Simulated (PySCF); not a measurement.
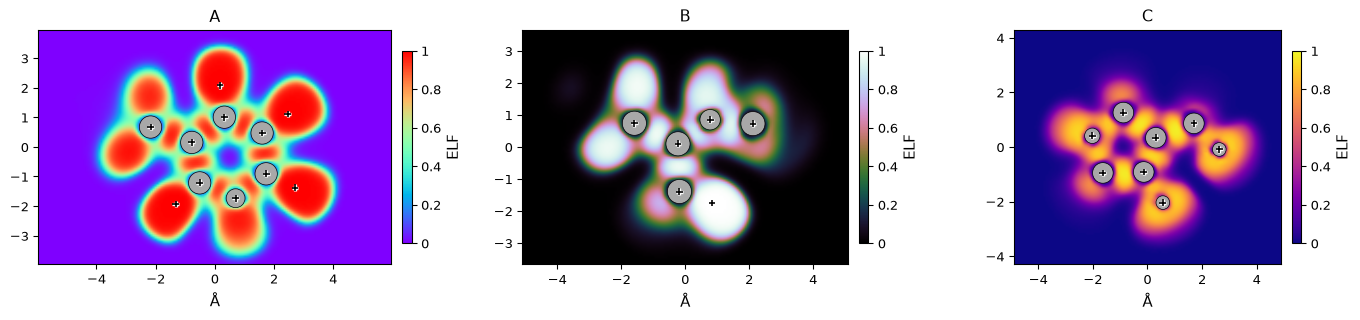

The ELF of 3 systems, each on a plane through atoms (crosses mark nuclei in the plane; grey discs cover the cores).

The calculation used PBE0/def2-SVPD, SCF density, gas phase in PySCF.

System 1: C₅H₇F₂NO (SMILES C/C(CC(F)F)=N\C=O), the plane of atoms C1, C2 and N7. Geometry: GFN2-xTB.

```json
{"atom": "C", "x (Å)": "0.8085", "y (Å)": "-0.4536", "z (Å)": "-1.3622"}
{"atom": "C", "x (Å)": "0.3596", "y (Å)": "0.2565", "z (Å)": "-0.1293"}
{"atom": "C", "x (Å)": "-1.0325", "y (Å)": "0.8328", "z (Å)": "-0.1412"}
{"atom": "C", "x (Å)": "-2.0256", "y (Å)": "-0.2075", "z (Å)": "0.3739"}
{"atom": "F", "x (Å)": "-3.2562", "y (Å)": "0.3405", "z (Å)": "0.4934"}
{"atom": "F", "x (Å)": "-2.1545", "y (Å)": "-1.2269", "z (Å)": "-0.5091"}
{"atom": "N", "x (Å)": "1.0466", "y (Å)": "0.3998", "z (Å)": "0.9111"}
{"atom": "C", "x (Å)": "2.2402", "y (Å)": "-0.0043", "z (Å)": "1.3821"}
{"atom": "O", "x (Å)": "2.4786", "y (Å)": "-1.0642", "z (Å)": "1.8977"}
{"atom": "H", "x (Å)": "0.0562", "y (Å)": "-1.1858", "z (Å)": "-1.6512"}
{"atom": "H", "x (Å)": "1.7587", "y (Å)": "-0.9544", "z (Å)": "-1.1971"}
{"atom": "H", "x (Å)": "0.9128", "y (Å)": "0.2572", "z (Å)": "-2.1816"}
{"atom": "H", "x (Å)": "-1.0922", "y (Å)": "1.6941", "z (Å)": "0.5247"}
{"atom": "H", "x (Å)": "-1.3314", "y (Å)": "1.1208", "z (Å)": "-1.1505"}
{"atom": "H", "x (Å)": "-1.7411", "y (Å)": "-0.6338", "z (Å)": "1.3473"}
{"atom": "H", "x (Å)": "2.9647", "y (Å)": "0.8377", "z (Å)": "1.3805"}
```

System 2: C₆H₉NSi, the plane of atoms C3, C8 and H17. Geometry: GFN2-xTB.

```yaml
atoms:
  - { symbol: Si, position_ang: [-2.4382, 0.7600, -0.3762] }
  - { symbol: C, position_ang: [-1.1936, -0.5885, -0.9164] }
  - { symbol: C, position_ang: [0.0928, -0.4292, -0.1872] }
  - { symbol: C, position_ang: [1.0978, 0.4151, -0.6497] }
  - { symbol: C, position_ang: [2.2626, 0.5556, 0.0841] }
  - { symbol: C, position_ang: [2.3835, -0.1531, 1.2698] }
  - { symbol: N, position_ang: [1.4387, -0.9579, 1.7257] }
  - { symbol: C, position_ang: [0.3330, -1.0872, 1.0173] }
  - { symbol: H, position_ang: [-3.6828, 0.5497, -1.1169] }
  - { symbol: H, position_ang: [-1.8743, 2.0725, -0.6952] }
  - { symbol: H, position_ang: [-2.6698, 0.6492, 1.0632] }
  - { symbol: H, position_ang: [-1.6177, -1.5725, -0.7142] }
  - { symbol: H, position_ang: [-1.0252, -0.5161, -1.9916] }
  - { symbol: H, position_ang: [0.9659, 0.9510, -1.5802] }
  - { symbol: H, position_ang: [3.0581, 1.2011, -0.2565] }
  - { symbol: H, position_ang: [3.2717, -0.0786, 1.8834] }
  - { symbol: H, position_ang: [-0.4096, -1.7591, 1.4308] }
```

System 3: C₅H₄F₄O (SMILES FC1=C(C(F)(F)F)COC1), the plane of atoms C4, C3 and C8. Geometry: GFN2-xTB.

```
atom    x (Å)    y (Å)    z (Å)
   F  -0.0389   2.2621  -0.6381
   C   0.3341   1.0362  -0.3129
   C  -0.4267  -0.0005   0.0198
   C  -1.9090  -0.1101   0.1236
   F  -2.2955  -0.4423   1.3688
   F  -2.3892  -1.0747  -0.6819
   F  -2.5489   1.0154  -0.1938
   C   0.4700  -1.1722   0.3087
   O   1.7918  -0.6976   0.0972
   C   1.7835   0.6644  -0.2808
   H   0.3625  -1.5212   1.3449
   H   0.2688  -2.0164  -0.3644
   H   2.2578   0.7891  -1.2641
   H   2.3389   1.2674   0.4510
```

Question: Which map belongs to which system?

Answer: Panel A is system 2, C₆H₉NSi: the plane holds C, N and H. C–N (1.32 Å): the ELF peaks at about 0.90 between the atoms; localised, covalent bonding. Panel B is system 1, C₅H₇F₂NO: the plane holds C, N and H. C–N (1.25 Å): the ELF peaks at about 0.90 between the atoms (a short, multiple covalent bond). Panel C is system 3, C₅H₄F₄O: the plane holds F, C and O. C–F (1.32 Å): the ELF peaks at about 0.85 between the atoms (a shared but strongly polarised pair).
